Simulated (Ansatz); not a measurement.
# U-wB97M-V/6-311G(d,p) run of SiH (SMILES [SiH])

Aim: the electronic atomisation energy of SiH at U-wB97M-V/6-311G**, from 3 runs. 

The calculation is run with Ansatz 0.2.0.

55 further runs of the same task are left out: 1 that didn't finish, 54 set aside as unsound or not needed.

### 1 The system as given

SiH: 2 atoms, total charge 0, spin state doublet. SMILES: `[SiH]`. Geometry: relaxed at PBE0-D4/def2-TZVP.

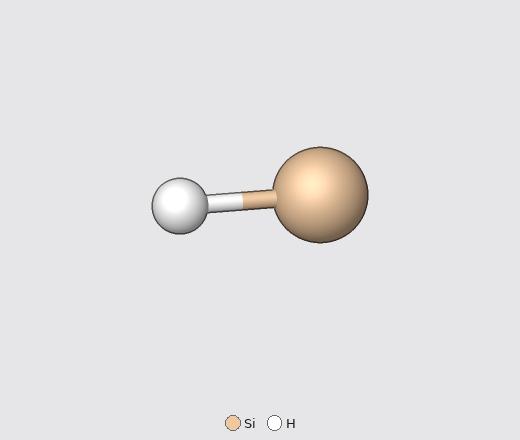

Viewed from a chosen angle; silicon light orange, hydrogen white.

### 2 A single-point energy at U-wB97M-V/6-311G(d,p)

run.yaml

```yaml
crystal:
  periodic: [false, false, false]
  atoms:
    - {symbol: Si, position_ang: [0.000000, 0.000000, -0.007580]}
    - {symbol: H, position_ang: [-0.000000, -0.000000, 1.524140]}
basis:
  gaussian:
    orbitals: 6-311G_st__st_-spherical.json
magnetization:
  spin_polarized: true
  initial_magnetization: 1
hamiltonian:
  xc: {name: wB97M-V}
accuracy: high
```

The basis set 6-311G** is read from a file made from the Basis Set Exchange's data (not shown).

Run with:

```sh
$ ansatz run run.yaml --threads 1 --pin off --max-ram 3480MiB --events-out events.jsonl --progress --plain --runs-dir runs
```

Output:

```text
Warning: RAYON_NUM_THREADS=1 ignored (pool sized by the plan → 1); use --threads N
Functional definition: wB97M-V
  name "wB97M-V"
  parameter omega = 0.3/bohr
  parameter cx = 0.15
  parameter cx01 = 1.007
  parameter cx10 = 0.259
  parameter css00 = 0.443
  parameter css04 = -1.437
  parameter css10 = -4.535
  parameter css20 = -3.390
  parameter css43 = 4.278
  parameter cos00 = 1.000
  parameter cos10 = 1.358
  parameter cos20 = 2.924
  parameter cos21 = -8.812
  parameter cos60 = -1.390
  parameter cos61 = 9.142
  parameter b = 6.0
  parameter c = 0.01
  gx(w, u) = 1 - cx + cx01*u + cx10*w
  gss(w, u) = css00 + css04*u^4 + css10*w + css20*w^2 + css43*w^4*u^3
  gos(w, u) = cos00 + cos10*w + (cos20 + cos21*u)*w^2 + (cos60 + cos61*u)*w^6
  exchange = spin_sum(e_x_unif_sr(omega)*gx(b97_w, b97_u_x)) + cx*exact_x_sr(omega) + exact_x_lr(omega)
  correlation = spin_sum(e_c_pw_mod_same_spin*gss(b97_w, b97_u_same))
      + integral(e_c_pw_mod_opposite_spin*gos(b97_w_opposite, b97_u_opposite)) + vv10(b, c)
456 factors; integrals over basis functions are off by at most 4.2e-9 eV
139 factors; integrals over basis functions are off by at most 2.3e-9 eV
mean field evaluation 1: about -7890.1912 eV, gradient 4.3e0 eV
mean field evaluation 2: about -7890.3292 eV, gradient 9.4e-1 eV
mean field evaluation 4: about -7890.3387 eV, gradient 3.0e-1 eV
mean field evaluation 8: about -7890.3396 eV, gradient 9.9e-3 eV
mean field evaluation 16: about -7890.3396 eV, gradient 1.3e-6 eV
mean field -7890.33955755 eV, -289.9646304757 hartree, gradient 2.4e-8 eV, S^2 0.751278; 0 other end points of the search recorded, 0 dependent functions left out
reference -7890.33956027 eV, -289.9646305757 hartree; 8, 7 occupied and 24, 25 virtual orbitals, 456 factors
Total energy: -7890.33956027 eV, -289.9646305757 hartree
```

Run time: 7.5 s. Hardware: 1 thread of Arm Neoverse V2, shared host; peak memory 0.28 GiB.

### 3 The H atom at the same level

in.yaml

```yaml
crystal:
  periodic: [false, false, false]
  atoms:
    - {symbol: H, position_ang: [0.000000, 0.000000, 0.000000]}
basis:
  gaussian: {orbitals: 6-311G_st__st_.json}
magnetization: {spin_polarized: true, initial_magnetization: 1}
hamiltonian: {xc: {name: wB97M-V}}
accuracy: high
```

The basis set 6-311G** is read from a file made from the Basis Set Exchange's data (not shown).

Run the same way, it converges to -0.49411 Eh (log not shown).

### 4 The Si atom

molecule.yaml

```yaml
crystal:
  periodic: [false, false, false]
  atoms:
    - {symbol: Si, position_ang: [0.000000, 0.000000, 0.000000]}
basis:
  gaussian: {orbitals: 6-311G_st__st_-spherical.json}
magnetization: {spin_polarized: true, initial_magnetization: 2}
accuracy: high
hamiltonian: {xc: {name: wB97M-V}}
```

The basis set 6-311G** is read from a file made from the Basis Set Exchange's data (not shown).

Run with:

```sh
$ ansatz run molecule.yaml --threads 1 --pin off --max-ram 3480MiB --events-out events.jsonl --progress --plain --runs-dir runs
```

Output, cut to the lines that bear on the results:

```text
Warning: RAYON_NUM_THREADS=1 ignored (pool sized by the plan → 1); use --threads N
[... 2 set-up lines as earlier in the session ...]
[...]
  gx(w, u) = 1 - cx + cx01*u + cx10*w
  gss(w, u) = css00 + css04*u^4 + css10*w + css20*w^2 + css43*w^4*u^3
  gos(w, u) = cos00 + cos10*w + (cos20 + cos21*u)*w^2 + (cos60 + cos61*u)*w^6
[...]
      + integral(e_c_pw_mod_opposite_spin*gos(b97_w_opposite, b97_u_opposite)) + vv10(b, c)
201 factors; integrals over basis functions are off by at most 3.6e-9 eV
76 factors; integrals over basis functions are off by at most 6.4e-10 eV
[...]
mean field -7873.72228734 eV, -289.3539570592 hartree, gradient 3.9e-8 eV, S^2 2.000630; 0 other end points of the search recorded, 0 dependent functions left out
reference -7873.72228946 eV, -289.3539571369 hartree; 8, 6 occupied and 18, 20 virtual orbitals, 201 factors
Total energy: -7873.72228946 eV, -289.3539571369 hartree
```

Run time: 4.5 s. Hardware: 1 thread of Arm Neoverse V2, shared host; peak memory 0.23 GiB.

### 5 Outcome

At U-wB97M-V/6-311G**:

| quantity | value |
| --- | --- |
| molecule: total energy | -289.96463 Eh |
| molecule: ⟨S²⟩ | 0.751 |
| H atom: total energy | -0.49411 Eh |
| H atom: ⟨S²⟩ | 0.750 |
| Si atom: total energy | -289.35396 Eh |
| Si atom: ⟨S²⟩ | 2.001 |
| electronic atomisation energy | 3.172 eV |

In words: Taking the molecule apart into free atoms costs 3.17 eV (73 kcal/mol), before zero-point energy and without spin-orbit coupling.
